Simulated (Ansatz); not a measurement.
System: Cd$_{3}$H$_{10}$Se$_{4}$···CdH$_{2}$···H$_{2}$ (Cd4Se4 wurtzite atom sphere).

The calculation's input:

```
crystal:
  periodic: [false, false, false]
  atoms:
    - {symbol: Cd, position_ang: [-2.247912, -0.258505, -2.160578]}
    - {symbol: Se, position_ang: [-2.077862, -0.694612, 1.014680]}
    - {symbol: Cd, position_ang: [3.320116, -0.178376, -1.909647]}
    - {symbol: Se, position_ang: [0.323181, -1.423001, -1.240027]}
    - {symbol: Se, position_ang: [2.316866, -1.578207, 1.479461]}
    - {symbol: Cd, position_ang: [0.425140, 0.487275, 2.455909]}
    - {symbol: Cd, position_ang: [0.422316, 1.292663, -1.901182]}
    - {symbol: Se, position_ang: [0.849848, 2.298536, 0.636915]}
    - {symbol: H, position_ang: [-3.347512, -1.410801, -2.709102]}
    - {symbol: H, position_ang: [-3.427855, 2.292894, 1.287773]}
    - {symbol: H, position_ang: [-1.999586, -2.170964, 1.139915]}
    - {symbol: H, position_ang: [-3.094855, -0.600548, 2.106110]}
    - {symbol: H, position_ang: [3.557174, -1.055910, -3.337085]}
    - {symbol: H, position_ang: [3.329961, 0.695367, -0.435152]}
    - {symbol: H, position_ang: [0.467862, -2.068991, -2.568190]}
    - {symbol: H, position_ang: [1.406106, -2.677110, 1.909127]}
    - {symbol: H, position_ang: [2.982312, -1.616405, 2.822174]}
    - {symbol: H, position_ang: [0.090946, 0.076505, 4.070161]}
    - {symbol: H, position_ang: [-1.571624, 1.393203, -1.938508]}
    - {symbol: H, position_ang: [1.476230, 1.837526, -3.146214]}
    - {symbol: H, position_ang: [-2.720118, 2.417965, 1.562360]}
    - {symbol: H, position_ang: [-0.480754, 2.941487, 0.861112]}
basis:
  gaussian: {orbitals: def2-TZVP, fitting: {mean_field: def2-universal-jkfit}}
hamiltonian: {xc: pbe0, dispersion: d4}
scf: {omitted_lower_state_checks: [starts]}
output: {forces: true, orbitals: {seedname: orbitals}}
```

Run with:

```sh
ansatz run in.yaml --threads 2 --pin off --events-out ev --progress --plain --max-ram 32768MiB --backend cuda --devices 0, --max-vram 18GiB
```

Geometry: PBE-D4/def2-SVP, loosely relaxed; core potentials replace the inner electrons of Cd; not at a stationary point (largest force 0.8 eV/Å).

Theory: RKS PBE0-D4/def2-TZVP in Ansatz 0.2.0.

> What can the converged electron density and electron localisation function tell about the bonding?

Cd3···Cd7 (3.25 Å): the density falls to about 0.09 e/Å³ on the way; the ELF dips to about 0.10 between them.
Cd–Se (2.60 Å): ρ at the midpoint is about 0.41 e/Å³; the ELF peaks at about 0.80 in the valence shell of Se, 1.0 Å from its nucleus, and is about 0.45 at the midpoint.
H–H (0.77 Å): the density is about 1.7 e/Å³ at the midpoint; the ELF is about 1 at the midpoint.

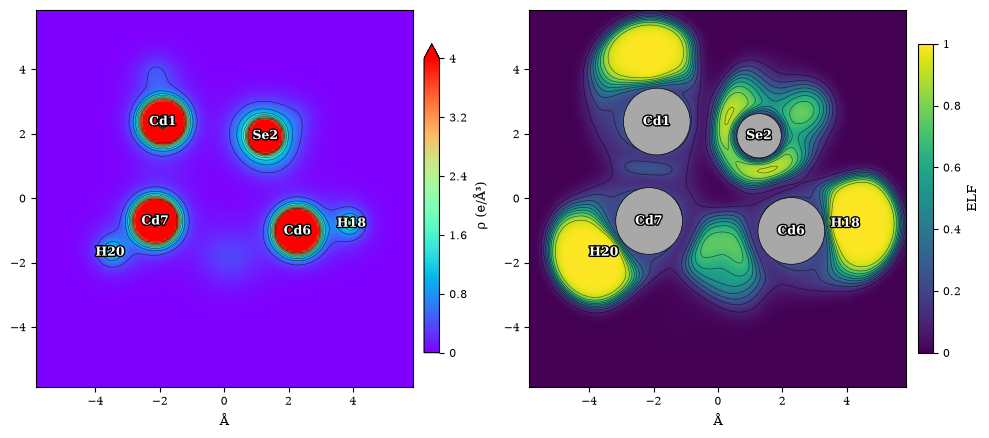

Computed electron density and electron localisation function on the plane of atoms Cd1, Se2 and Cd6, in this order. Grey discs cover the atomic cores in the ELF map. 
